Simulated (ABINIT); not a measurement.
# Beyond one shot: AgCl (Fm-3m), part 3 of 3

Aim: iterate the self-energy on AgCl (Fm-3m) and follow the gap from cycle to cycle.

ABINIT 10.8.3; PBE and many-body steps on it, plane waves. Known limits of the many-body steps: not at the basis limit; d shell near the gap, gap tends to lie low; no spin-orbit coupling; coarse k mesh.

So far. Step 10 (evGW, cycle 1): Against G0W0 in ABINIT (4×4×4 mesh, 127 bands, screening to 163.3 eV, Godby-Needs plasmon pole), the gap moves by +0.607 eV. Step 13 (evGW, cycle 2): Against the cycle before, the gap moves by +0.069 eV.

## Step 15: Screening, 4×4×4 mesh, 127 bands, screening to 163.3 eV

This step: RPA screening on PBE from quasiparticle energies, plane waves, norm-conserving pseudopotentials.

The input, run.abi:

```
acell 3*1.0 Angstrom
rprim 
  0.000000000000 2.798500000000 2.798500000000
  2.798500000000 0.000000000000 2.798500000000
  2.798500000000 2.798500000000 -0.000000000000
ntypat 2
znucl 47 17
natom 2
typat 1 2
xred 
  0.000000000000 0.000000000000 0.000000000000
  0.500000000000 0.500000000000 0.500000000000
pp_dirpath "pseudos"
pseudos "Ag.upf, Cl.upf"
ecut 37
ngkpt 4 4 4
nshiftk 1
shiftk 0 0 0
kptopt 1
chksymbreak 0
istwfk *1
occopt 1
irdwfk 1
optdriver 3
nband 127
ecuteps 6
inclvkb 2
awtr 1
symchi 1
irdqps 1
gwcalctyp 10
nqptdm 7
qptdm 
  0.2500000000 0.0000000000 0.0000000000
  0.5000000000 0.0000000000 0.0000000000
  0.2500000000 0.2500000000 0.0000000000
  0.5000000000 0.2500000000 0.0000000000
  -0.2500000000 0.2500000000 0.0000000000
  0.5000000000 0.5000000000 0.0000000000
  -0.2500000000 0.5000000000 0.2500000000
indata_prefix "in"
outdata_prefix "out"
tmpdata_prefix "tmp"
```

The input, mrgscr.stdin:

```
2
merged
q0_SCR
out_SCR
1
```

On the command line:

```bash
$ OMP_NUM_THREADS=1 mpirun -n 4 abinit run.abi > log; mrgscr < mrgscr.stdin
```

What it wrote:

```text
.Version 10.8.3 of ABINIT. v10.8.2 released Aug 2026.

 Symmetries : space group Fm -3 m (#225); Bravais cF (face-center cubic)
[... echo of the input left out ...]
== DATASET  1 ==================================================================
-   mpi_nproc: 4, omp_nthreads: 1 (-1 if OMP is not activated)

--- !DatasetInfo
iteration_state: {dtset: 1, }
dimensions: {natom: 2, nkpt: 8, mband: 127, nsppol: 1, nspinor: 1, nspden: 1, mpw: 3218, }
cutoff_energies: {ecut:  37.0, pawecutdg:  -1.0, }
[...]
q-point number  1        q = ( 0.250000, 0.000000, 0.000000) [r.l.u.]
--------------------------------------------------------------------------------
[... chi0 elements left out ...]
  Average fulfillment of the sum rule on Im[epsilon] for q-point    2 :     89.72  [%]

--------------------------------------------------------------------------------
  q-point number  2        q = ( 0.500000, 0.000000, 0.000000) [r.l.u.]
--------------------------------------------------------------------------------
[... chi0 elements left out ...]
  Average fulfillment of the sum rule on Im[epsilon] for q-point    3 :     83.16  [%]

 [... 5 further q-points ...]
```

Wall time 33 s (4 MPI ranks of Arm Neoverse V1, shared host); peak memory 0.93 GiB.

Numbers from this step:

* plasma frequency: 28.60 eV
* plane waves in the screening matrix: 181

This screening reads the quasiparticle levels of the cycle before.

## Step 16: evGW, cycle 3

This step: evGW on PBE, plane waves, norm-conserving pseudopotentials.

run.abi: that of step 15 with these lines changed.

```diff
@@ -23,12 +23,10 @@
 irdwfk 1
-optdriver 3
+optdriver 4
 nband 127
-ecuteps 6
-inclvkb 2
-awtr 1
-symchi 1
-irdqps 1
 gwcalctyp 10
-nqptdm 7
-qptdm 
+ecutsigx 37
+symsigma 1
+nkptgw 8
+kptgw 
+  0.0000000000 0.0000000000 0.0000000000
   0.2500000000 0.0000000000 0.0000000000
@@ -40,2 +38,15 @@
   -0.2500000000 0.5000000000 0.2500000000
+bdgw 
+  6 21
+  6 21
+  6 21
+  6 21
+  6 21
+  6 21
+  6 21
+  6 21
+ecuteps 6
+irdscr 1
+ppmodel 1
+irdqps 1
 indata_prefix "in"
```

On the command line:

```bash
$ OMP_NUM_THREADS=1 mpirun -n 4 abinit run.abi > log
```

What it wrote:

```text
.Version 10.8.3 of ABINIT. v10.8.2 released Aug 2026.

 Symmetries : space group Fm -3 m (#225); Bravais cF (face-center cubic)
[... echo of the input left out ...]
== DATASET  1 ==================================================================
-   mpi_nproc: 4, omp_nthreads: 1 (-1 if OMP is not activated)

--- !DatasetInfo
iteration_state: {dtset: 1, }
dimensions: {natom: 2, nkpt: 8, mband: 127, nsppol: 1, nspinor: 1, nspden: 1, mpw: 3218, }
cutoff_energies: {ecut:  37.0, pawecutdg:  -1.0, }
[...]
.  kptgw no:  3; Maximum DeltaE = (   0.004  -0.000) for band index:  1
[...]
.  kptgw no:  7; Maximum DeltaE = (   0.006  -0.001) for band index:  1
.  kptgw no:  8; Maximum DeltaE = (  -0.011   0.000) for band index:  8

== END DATASET(S) ==============================================================
================================================================================

 -outvars: echo values of variables after computation  --------
           etotal      0.0000000000E+00
            nband         127
             nkpt           8
          spgroup         225
 [... the other variables as echoed above ...]

 Calculation completed.
```

It took 2.6 min on 4 MPI ranks; peak memory 1.5 GiB; 11 min of CPU time.

Numbers from this step:

```yaml
quasiparticle_gap_on_the_mesh: 2.848 eV
gap_of_the_density_functional_on_the_mesh: 0.9214 eV
k_of_the_valence_top: 0.5, 0, 0
k_of_the_conduction_bottom: 0, 0, 0
least_direct_quasiparticle_gap_on_the_computed_points: 5.259 eV
```

Against the cycle before, the gap moves by +0.009 eV.

## Step 17: The runs together

Times are wall times on 4 MPI ranks of Arm Neoverse V1, shared host, good to a factor of about two. A run's time includes the screening step that it read.

| run | mesh | bands | screening cutoff (eV) | DFT gap (eV) | gap on the mesh (eV) | direct (eV) | ε∞ used | time |
| --- | --- | --- | --- | --- | --- | --- | --- | --- |
| G0W0 | 4×4×4 | 127 | 163.3 | 0.921 | 2.163 | 4.576 | 5.17 | 47 s |
| evGW0, cycle 1 | 4×4×4 | 127 | 163.3 | 0.921 | 2.464 | 4.941 | 5.17 | 3.3 min |
| evGW0, cycle 2 | 4×4×4 | 127 | 163.3 | 0.921 | 2.382 | 4.789 | 5.17 | 3.3 min |
| evGW0, cycle 3 | 4×4×4 | 127 | 163.3 | 0.921 | 2.384 | 4.803 | 5.17 | 3.3 min |
| evGW, cycle 1 | 4×4×4 | 127 | 163.3 | 0.921 | 2.770 | 5.184 | 4.27 | 3.3 min |
| evGW, cycle 2 | 4×4×4 | 127 | 163.3 | 0.921 | 2.839 | 5.249 | 4.11 | 3.3 min |
| evGW, cycle 3 | 4×4×4 | 127 | 163.3 | 0.921 | 2.848 | 5.259 | 4.09 | 3.3 min |

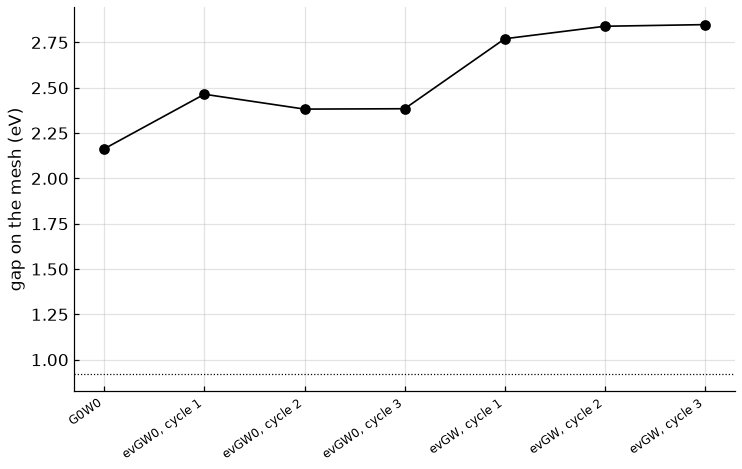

The gap through the cycles; the dotted line is the starting gap.

## Step 18: Outcome

```yaml
g0w0: 2.163 eV
evgw0_cycle_1: 2.464 eV
evgw0_cycle_2: 2.382 eV
evgw0_cycle_3: 2.384 eV
evgw_cycle_1: 2.770 eV
evgw_cycle_2: 2.839 eV
evgw_cycle_3: 2.848 eV
known_limits: not at the basis limit; d shell near the gap, gap tends to lie low; no spin-orbit coupling; coarse k mesh
```

**Reading.** Only the bands that the input lists are updated; the others, empty or deep, keep the functional's energies or take a rigid shift. The evGW loop starts from the last levels of evGW0, so its cycles and time come on top of those. evGW0 ends at 2.38 eV, +0.22 eV from G0W0, after 3 cycles that took 7.9 min beside the first screening; the last moved the gap by 0.002 eV. evGW ends at 2.85 eV, +0.69 eV from G0W0, after 3 cycles that took 9.9 min beside the first screening; the last moved the gap by 0.009 eV. The first cycle of evGW0 takes the full correction, without the factor Z, so it overshoots the one-shot value. Bands and cutoff are finite, so the gap is not at the basis limit. The miss can reach some tenths of an eV and take either sign; the mesh is an error of its own. The 4×4×4 mesh is coarse for this cell, which bears on the long-range parts of exchange and screening. In the updated screening the q = 0 part is built from Kohn-Sham bands under a rigid shift, the other q from the quasiparticle levels. A d shell, filled or nearly so, lies near the gap. One-shot GW converges very slowly in bands there, not always from below, and on a semilocal start the gap tends to come out low; starts rich in exact exchange can overshoot instead. The many-body steps are scalar-relativistic: spin-orbit coupling is not in them.

[Paths, hosts, dates, memory and timing lines, banners, echoed tables and standing remarks are left out of the program output.]

[Logs are printed without paths, hosts, clocks, repeated set-up lines and the standing remarks that a program may print on its own settings, such as how far it seeks lower states.]

[Runs of the session that timed out or met a known fault of the program may be left out.]

[Hosts, paths, dates, database ids (printed as entryN), source tags and the programs' standing remarks are cut or masked in the printed files.]

[G0W0 gaps are taken among the corrected bands and points alone; a level outside them can change the order at an edge.]

[Where Ansatz stands beside ABINIT at settings called matched, ABINIT's density can come from a denser mesh and the files from another edition; pairs whose starting gaps differed by over 0.03 eV were left out, so agreement reads better than it is.]
